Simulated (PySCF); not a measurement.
# C3H9AlF2O (SMILES C[C@H](F)[O+]([AlH3-])CF): what the fields show

```xyz
16

C     1.9599    0.5053    0.2179
C     0.9624   -0.2097   -0.6591
F     0.9036    0.3978   -1.8910
O    -0.3273   -0.1538   -0.1105
Al   -1.2916    0.7602    1.3006
C    -1.2699   -0.9178   -0.7860
F    -0.9608   -2.2338   -0.6534
H     1.6711    1.5500    0.3078
H     1.9665    0.0489    1.2034
H     2.9474    0.4363   -0.2304
H     1.2438   -1.2575   -0.8523
H    -1.8142   -0.5517    2.0015
H    -0.1454    1.5825    1.9644
H    -2.3200    1.4844    0.3394
H    -1.2944   -0.6914   -1.8596
H    -2.2387   -0.7409   -0.3041
```

Geometry: GFN2-xTB.

Computed with PBE0/pcSseg-1, SCF density, gas phase, non-relativistic (PySCF 2.14.0).

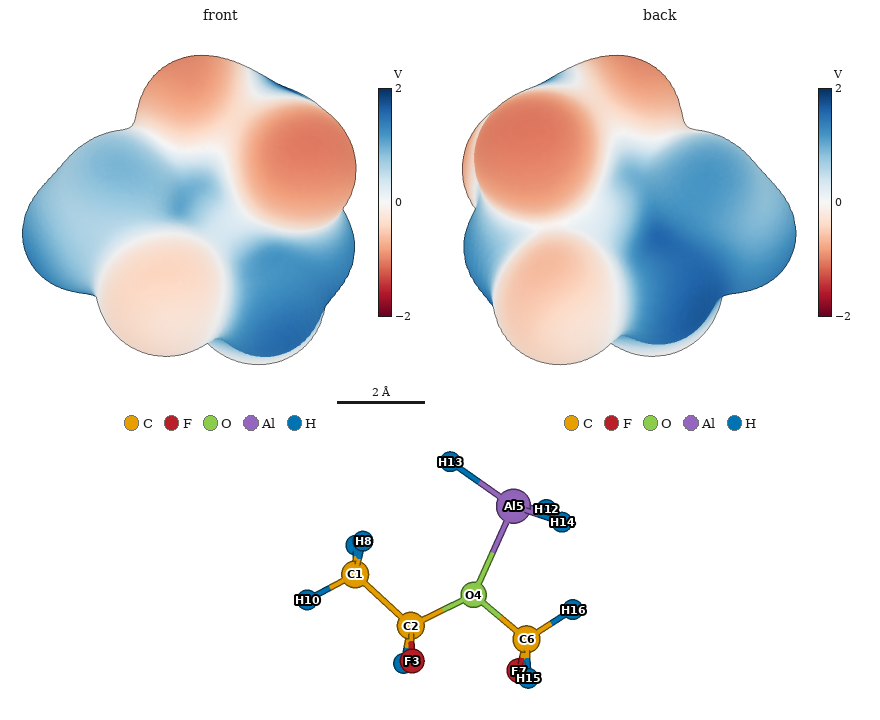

Figure 1. The molecular electrostatic potential painted on the density surface at 0.002 e/bohr³, seen from the front and from behind; the colour scale runs from red (negative) to blue (positive). The bare structure is drawn below in the same view.

**Where is the surface potential most negative and most positive?**

The most negative region (about −1.0 V) lies over H12 and H14, the most positive (about +1.7 V) over C2, Al5, C6 and H11.

**How polar is the molecule by this calculation?**

Its dipole moment is 3.33 D.

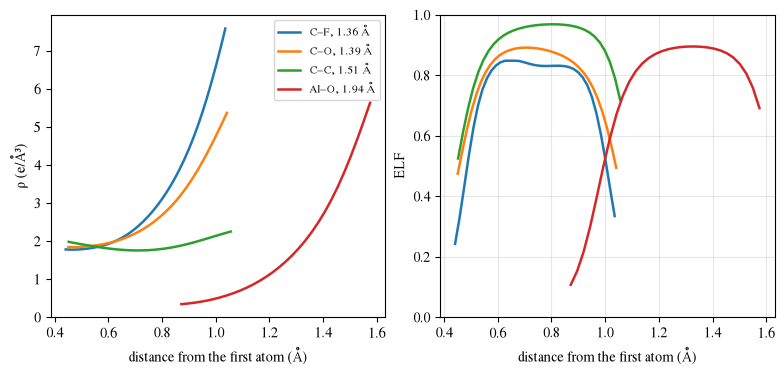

Figure 2. Electron density and electron localisation function along straight lines between neighbouring atoms. The curves leave out the atomic cores.

**Compare the contacts.**

C–F (1.36 Å): ρ at the midpoint is about 2.2 e/Å³, with its minimum of 1.8 e/Å³ about 0.5 Å from C; the ELF peaks at about 0.85 between the atoms: a shared but strongly polarised pair.
C–O (1.39 Å): the density is about 2.2 e/Å³ at the midpoint, with its minimum of 1.8 e/Å³ about 0.5 Å from C; the ELF peaks at about 0.90 between the atoms (a shared but strongly polarised pair).
C–C (1.51 Å): ρ is about 1.8 e/Å³ halfway; the ELF peaks at about 0.95 between the atoms: a shared electron pair.
Al–O (1.94 Å): ρ is about 0.44 e/Å³ halfway; the ELF peaks at about 0.90 in the valence shell of O, 0.6 Å from its nucleus, and is about 0.40 at the midpoint.
